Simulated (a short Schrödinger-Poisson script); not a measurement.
Stack: symmetric double-gate stack, SiO2 on p-type GaAs, at 300 K.

| layer | material | thickness (nm) | Na (cm⁻³) |
|---|---|---|---|
| 1 | SiO2 | 2.1 | - |
| 2 | GaAs | 8 | 4e16 |
| 3 | SiO2 | 2.1 | - |

Constants are typed, rounded textbook-type inputs, not results; the design itself was drawn at random and stands for no fabricated device. SiO2: permittivity 3.9, conduction-band edge (eV) 3.17, gap (eV) 9, electron mass (mₑ) 0.5. GaAs: permittivity 12.9, conduction-band edge (eV) 0, gap (eV) 1.424, Nv at 300 K (cm⁻³) 9e18.

Channel valleys (confinement mass, in-plane density-of-states mass, number): Γ 0.067, 0.067, 1. At the gates, both at one voltage, the conduction-band edge of layer 1 lies 3.54 eV − eVg above the Fermi level of the channel. Gaps are held at their typed values at every temperature. Mesh 0.03 nm at interfaces.

From a short Schrödinger-Poisson script (our own, NumPy): 1D Poisson equation in equilibrium, electrons quantum, Hartree (BenDaniel-Duke, 12 states a valley, the channel's in-plane mass for all, wave functions ending at the dielectric), parabolic valleys, classical holes, full ionisation, no traps, pinning or gate leakage.

Only gate voltages with over 1e8 electrons/cm² are shown.

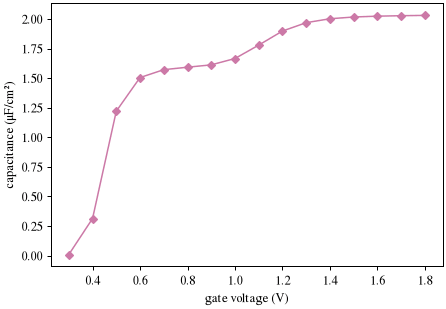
Fig. 1. Quasi-static capacitance against gate voltage

| Vg (V) | electrons (cm⁻²) | C (μF/cm²) | Γ E0 (meV) | Γ E1 (meV) |
|---|---|---|---|---|
| 0.3 | 1.50e9 | 0.00942 | 159.7 | 422.7 |
| 0.4 | 5.95e10 | 0.314 | 63.5 | 326.3 |
| 0.5 | 5.59e11 | 1.22 | -3.9 | 257.1 |
| 0.6 | 1.43e12 | 1.51 | -47.2 | 210.7 |
| 0.7 | 2.40e12 | 1.57 | -84.6 | 170.0 |
| 0.8 | 3.38e12 | 1.59 | -120.5 | 130.7 |
| 0.9 | 4.38e12 | 1.61 | -155.8 | 92.0 |
| 1 | 5.40e12 | 1.67 | -190.1 | 54.5 |
| 1.1 | 6.48e12 | 1.78 | -221.5 | 19.8 |
| 1.2 | 7.63e12 | 1.90 | -248.7 | -10.5 |
| 1.3 | 8.83e12 | 1.97 | -272.7 | -37.5 |
| 1.4 | 1.01e13 | 2.00 | -295.0 | -62.8 |
| 1.5 | 1.13e13 | 2.02 | -316.6 | -87.3 |
| 1.6 | 1.26e13 | 2.02 | -337.9 | -111.6 |
| 1.7 | 1.39e13 | 2.03 | -359.2 | -135.7 |
| 1.8 | 1.51e13 | 2.03 | -380.5 | -159.8 |

Subbands count from the Fermi level. The capacitance is that of both gates.

Above a few 1e12 electrons/cm² a light Γ valley is non-parabolic and upper valleys begin to fill, which the model leaves out.
